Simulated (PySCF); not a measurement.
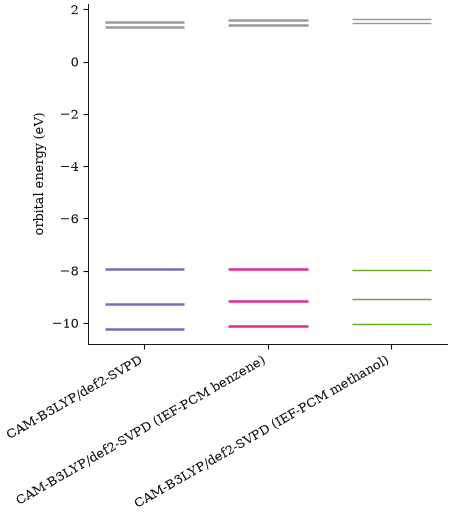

Frontier orbital energies of C₅H₁₁As, SMILES C1CC[AsH]CC1 at one geometry, PySCF 2.14.0, at a PBE0-D3(BJ)/def2-SVP geometry (no frequency check). Empty levels are grey, levels within 0.1 eV stand side by side; all columns show the same few orbitals around the gap.

**Compare the HOMO-LUMO separations.**

The separation grows from 9.27 eV (CAM-B3LYP/def2-SVPD) to 9.44 eV (CAM-B3LYP/def2-SVPD (IEF-PCM methanol)).

```tsv
level	HOMO (eV)	LUMO (eV)	separation (eV)
CAM-B3LYP/def2-SVPD	−7.95	1.32	9.27
CAM-B3LYP/def2-SVPD (IEF-PCM benzene)	−7.93	1.42	9.34
CAM-B3LYP/def2-SVPD (IEF-PCM methanol)	−7.95	1.48	9.44
```

Limits of at least one run: empty levels above zero depend strongly on the basis; one conformer of a flexible molecule.
